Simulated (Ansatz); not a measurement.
System: Be₂Se.

Method: a formula put on the sites of a structure type, uncorrected energy per atom over the elements' standard states (H N O F Cl as gases), plane-wave PAW DFT, cell and atoms relaxed at 0 K and 0 GPa, spin start parallel or as listed, metals to 4 meV/atom (Ansatz 0.2.0). Level: PBE, no spin polarisation.

wave cutoff 420 eV.

The names give the starting types; a cell can relax into another structure.

Describe the result: the formation energy of each starting structure type. The cases: CaCl2 type; CaC2 type; 2H molybdenite type.

The lowest is 2H molybdenite type, at 0.363 eV/atom; the next, CaCl2 type, is 0.005 eV/atom higher. In rising order: 2H molybdenite type (0.363), CaCl2 type (0.368), CaC2 type (0.628), in eV/atom. The volume per atom, in Å³, is 15.84 for CaCl2 type, 23.13 for CaC2 type and 13.93 for 2H molybdenite type. The final space group number is 58 for CaCl2 type, 139 for CaC2 type and 194 for 2H molybdenite type.

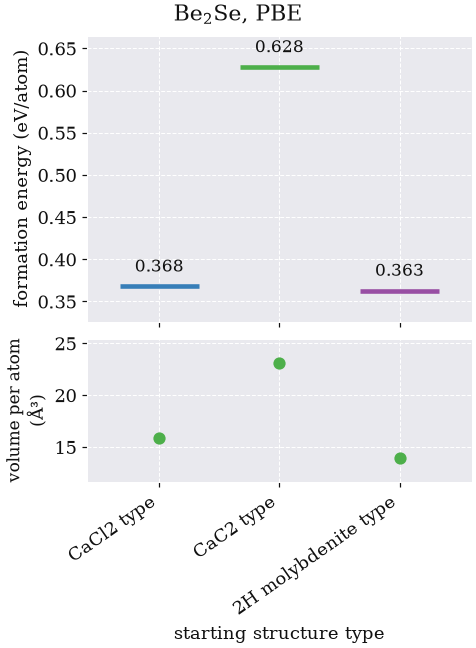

Keep in mind: weakly bound, no dispersion correction.
